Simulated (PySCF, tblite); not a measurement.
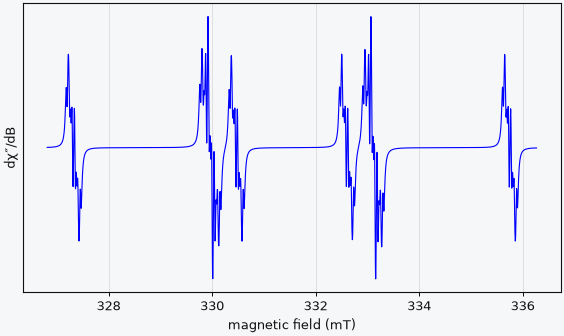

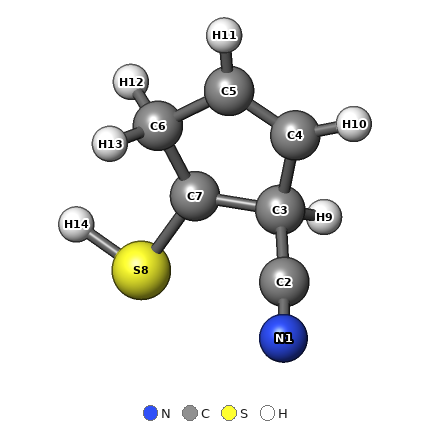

First-order isotropic EPR spectrum (fast tumbling, first derivative) of C₆H₆NS, SMILES N#C[C@@H]1C=CC[C]1S, doublet at 9.30 GHz, Lorentzian lines of 0.05 mT full width at half height, from computed g and hyperfine couplings (B3LYP/pcH-1 in PySCF, at a GFN2-xTB geometry (a minimum by its frequencies), gas phase); values of one conformer, averaged over methyl-type rotors alone; no vibrational averaging; dilute isotopes left out. The SMILES is one Lewis form and needn't show where the spin sits.

Which couplings does the calculation give? The spectrum shows the sizes of those above the line width, not their signs.

Answer.
```csv
nuclei,isotope,a (mT),a (MHz)
H13,¹H,3.15,88.3
H12,¹H,2.70,75.7
H9,¹H,2.58,72.4
H14,¹H,0.11,3.2
H11,¹H,−0.05,−1.4
H10,¹H,−0.05,−1.3
N1,¹⁴N,0.03,0.9
```

What is the g value, and how wide is the spectrum?

Answer. g_iso = 2.0042, which centres the spectrum at 331.5 mT; it spans 8.7 mT.

Note: the tight-binding geometry is rougher than a DFT one and adds to the error.
